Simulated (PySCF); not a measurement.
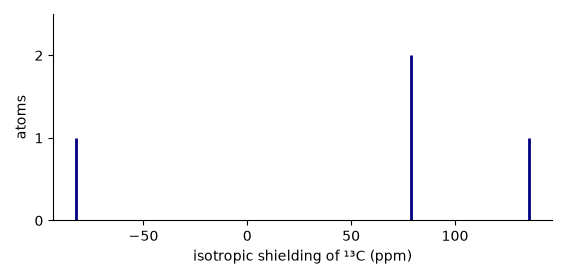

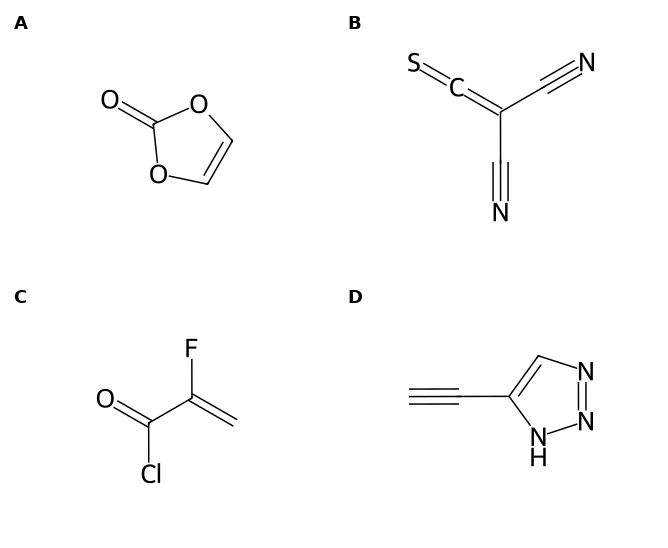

The sticks are computed shieldings of one of the molecules, for one fixed geometry (GFN2-xTB) without averaging over rotations. Low shielding means a high chemical shift. Method: GIAO PBE0/pcSseg-1 NMR shielding, non-relativistic, gas phase (PySCF 2.14.0).

### Which molecule gives this pattern?

B, `N#CC(=C=S)C#N`. Its 4 C atoms give lines at −82.6, 79.0 (2 atoms), 135.6 ppm.
